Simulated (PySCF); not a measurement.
**Br₄Si, SMILES `Br[Si](Br)(Br)Br`: what the electrons do**

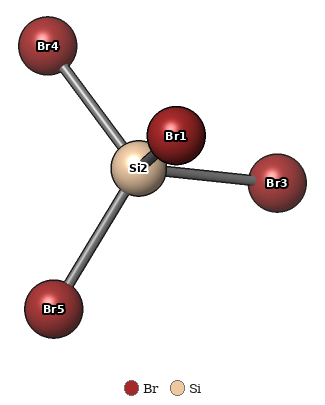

The molecule, with its atoms numbered as below. No frequency check shows the geometry to be a minimum.

Coordinates in Å:

```
Br1     -1.2757    0.0568    1.8031
Si2      0.0004    0.0003    0.0002
Br3     -1.2758   -0.0568   -1.8031
Br4      1.2756   -1.8032    0.0567
Br5      1.2758    1.8031   -0.0568
```

Part 1: Bonding charge

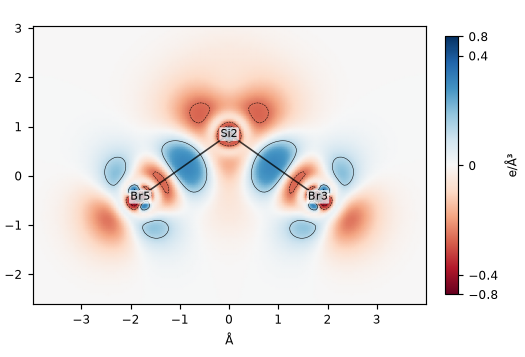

Deformation density (molecule less spherical, spin-averaged free atoms) in the plane of Si2, Br3 and Br5; colour scale in e/Å³, logarithmic beyond ±0.1; blue: gain, red: loss.

Computed with PySCF, PBE0/def2-SVP, geometry: GFN2-xTB.

**Describe the bonding that the map shows.**

Si2–Br5 and Si2–Br3: +0.07 e/Å³ at the bond critical point (bond length 2.21 Å, Mayer order 1.1). In all, 1.1 electrons gather in the regions of gain relative to the promolecule. A small or negative value marks a very polar bond, one between electron-rich atoms, whose free-atom densities already overlap strongly, a long bond to a heavier atom, or a closed-shell contact such as a hydrogen bond.

**Where do the Hirshfeld charges lie?**

The highest Hirshfeld charge is on Si2 (+0.27 e), the lowest on Br1, Br3, Br4 and Br5 (−0.07 e).

Part 2: Local ionisation energy

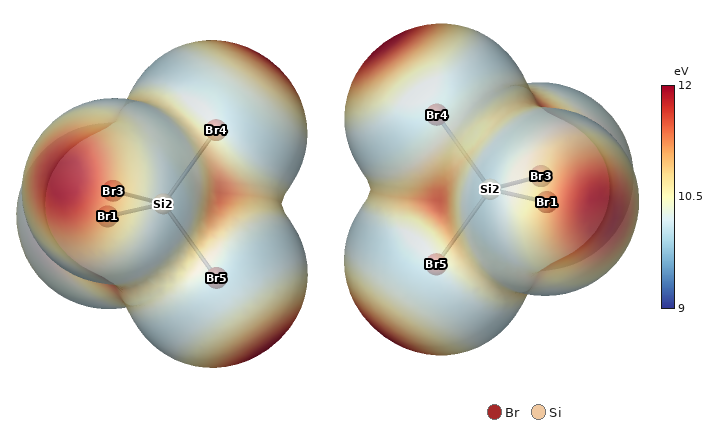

Average local ionisation energy on the surface of electron density 0.001 a.u. (back view left, front view right).

**Where are the most loosely bound electrons on this surface?**

The lowest value is 10.0 eV, 2.2 Å from Br3, and at like points elsewhere. For comparison, the highest occupied orbital lies at −8.6 eV.

Part 3: In an electric field

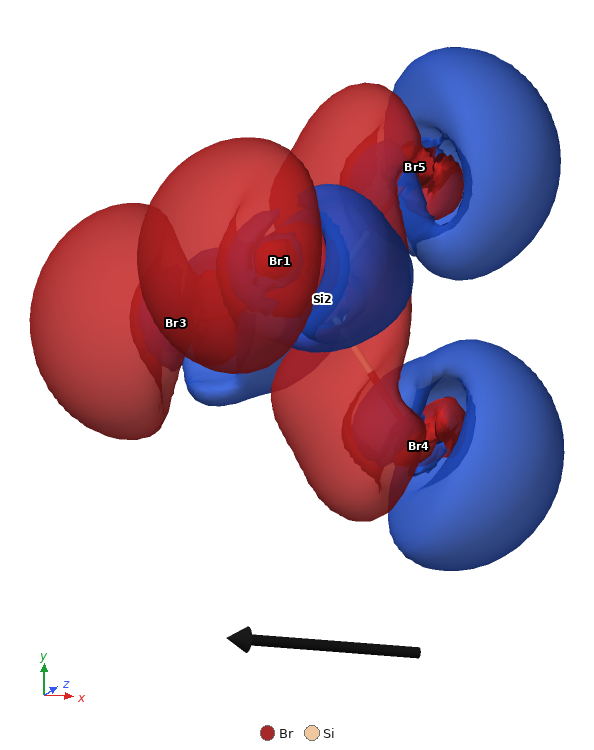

Change of the electron density in a uniform field of 0.26 V/Å along −x (arrow), surfaces at ±0.001 e/Å³ (blue: gain, red: loss).

Computed with PySCF, B3LYP/6-311G**, geometry: GFN2-xTB. A basis without diffuse functions makes polarisabilities too small.

**What dipole is induced, and what polarisability does it imply?**

The induced dipole is 1.10 D (along the field); α along this axis, from the fields in both directions, is 87 bohr³ (12.8 Å³).

**Which atoms gain and lose the most charge?**

Electrons gather most on Br4 and Br5 alike (Hirshfeld charge changes by −0.022 e) and leave Br1 and Br3 alike most (+0.022 e); 0.086 electrons are displaced in all.

Part 4: Removing or adding an electron

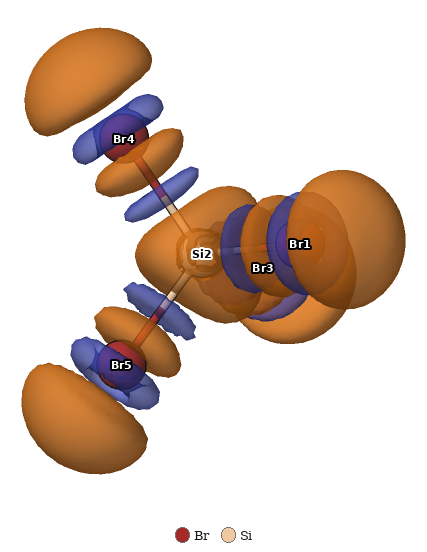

Fukui function f⁺ = ρ(N+1) − ρ(N) at fixed geometry, surfaces at ±0.01 e/Å³ (orange positive, blue negative).

PySCF calculation, B3LYP/aug-cc-pVDZ, gas phase; geometry: GFN2-xTB.

**Which atoms respond most to the addition of an electron?**

f⁺ (Hirshfeld-condensed) is largest on Br1, Br3, Br4 and Br5 (0.22 each) and Si2 (0.13); the vertical electron affinity is 0.64 eV (the stability of the anion's solution wasn't checked; the anion's highest orbital has positive energy, so this value and f⁺ depend on the basis). Condensed values hint at sites of nucleophilic attack but needn't mark the atom that reacts. Orbital relaxation makes it negative in places (0.12 e in all).

Part 5: Localised orbitals

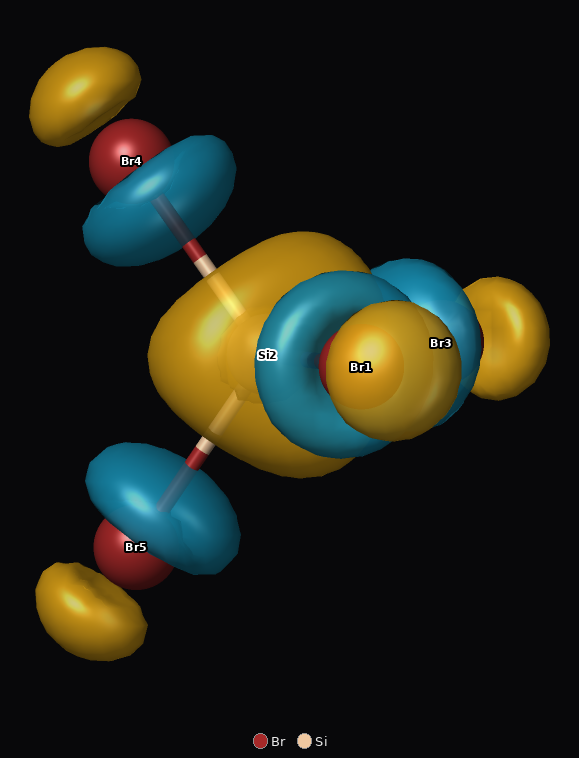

Intrinsic bond orbitals (IBO), occupied and valence-virtual; each surface holds about 70 % of the orbital's density. Energies are diagonal elements of the Fock matrix.

Method: PBE0/def2-SVP; geometry: GFN2-xTB; program: PySCF.

**What does this orbital represent?**

Antibonding multicentre orbital mainly over Si2, Br1, Br3 and Br4 and further atoms (Si2 47 %, Br1 17 %, Br3 12 %; −1.2 eV).
